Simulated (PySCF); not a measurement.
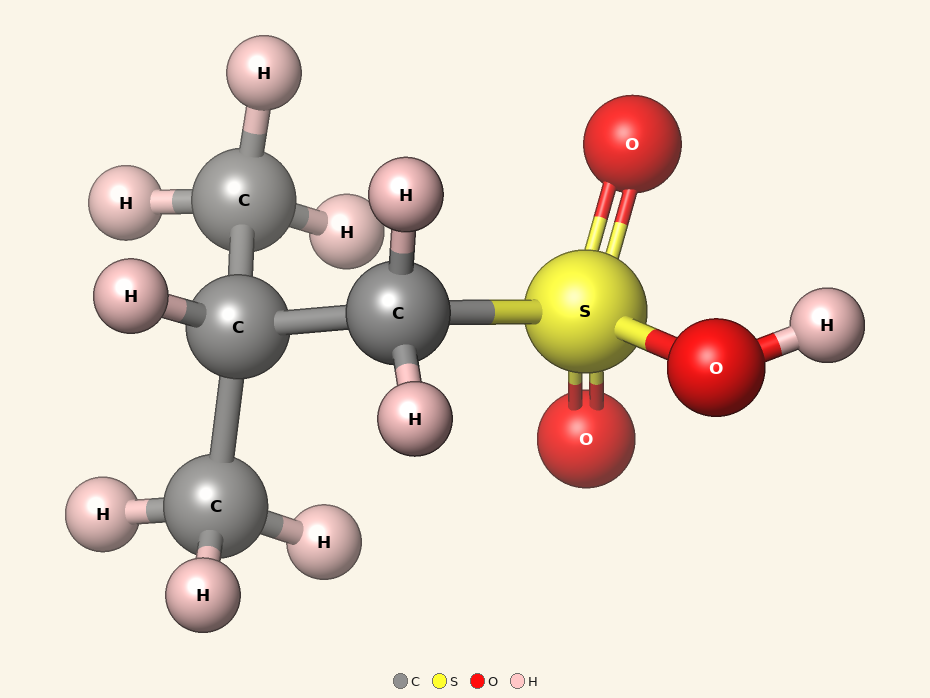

Orthographic view. Depth is shown by fading: the farther an atom, the more it takes the colour of the background. The computed structure is the end point of a GFN2-xTB optimisation. No frequency run is at hand to confirm it as a minimum.

### Give the standard InChI.

InChI=1S/C4H10O3S/c1-4(2)3-8(5,6)7/h4H,3H2,1-2H3,(H,5,6,7)
